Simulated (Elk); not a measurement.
Band structure of HfMg6Sn (Amm2, 8 atoms in the cell).

```yaml
crystal:
  lattice:
    - [4.98242, 0.00000, 0.00000]
    - [0.00000, 3.25551, 5.52429]
    - [0.00000, -3.25551, 5.52429]
  atoms:
    - { symbol: Mg, position: [0.50000, 0.33261, 0.83375] }
    - { symbol: Mg, position: [0.50000, 0.83375, 0.33261] }
    - { symbol: Mg, position: [0.50000, 0.33298, 0.33298] }
    - { symbol: Mg, position: [0.00000, 0.17340, 0.66390] }
    - { symbol: Mg, position: [0.00000, 0.66390, 0.17340] }
    - { symbol: Mg, position: [0.00000, 0.16599, 0.16599] }
    - { symbol: Hf, position: [0.00000, 0.66911, 0.66911] }
    - { symbol: Sn, position: [0.50000, 0.82826, 0.82826] }
```

Level of theory: PBEsol, all-electron FP-LAPW, Elk's shipped species files, default APW+lo basis (Elk).

Settings: xctype = 22; stype = 0; swidth = 0.00734986 Ha; ngridk = 4 3 3; maxscl = 100.

The starting cell comes from a database of computed structures (which also holds hypothetical and non-ambient phases and stackings), without a prior relaxation at this level. Spin-orbit coupling is off. Values depend on the basis (sphere radii, cutoffs, local orbitals), which need not be converged.

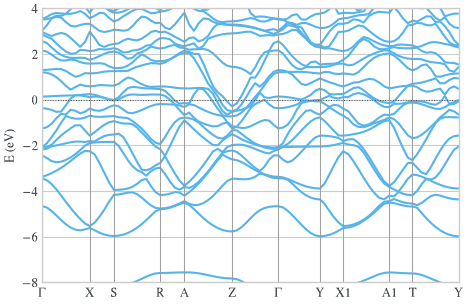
Figure. Bands along the path, energies from the Fermi level.

Levels in eV from the Fermi level, bands 50 to 57:
```tsv
point	50	51	52	53	54	55	56	57
Γ	-2.10	-2.07	-1.26	-0.37	0.14	1.20	1.30	2.16
X	-1.58	-0.70	-0.39	0.11	0.24	0.58	1.15	1.58
S	-0.94	-0.72	-0.25	-0.04	-0.01	0.62	1.25	1.38
R	-2.16	-1.94	-0.19	0.22	0.47	0.58	1.57	1.69
A	-0.91	-0.78	-0.67	-0.32	-0.15	0.50	2.03	2.14
Z	-1.51	-1.34	-1.26	-1.16	-0.73	-0.53	-0.50	-0.30
Y	-0.77	-0.65	-0.07	-0.01	0.48	0.93	1.15	1.43
X1	-1.58	-0.70	-0.39	0.11	0.24	0.58	1.15	1.58
A1	-0.91	-0.78	-0.67	-0.32	-0.15	0.50	2.03	2.14
T	-2.64	-1.69	-0.13	-0.07	0.62	0.70	1.28	1.79
```

Bands cross the Fermi level along this path, so the cell is metallic at this level.
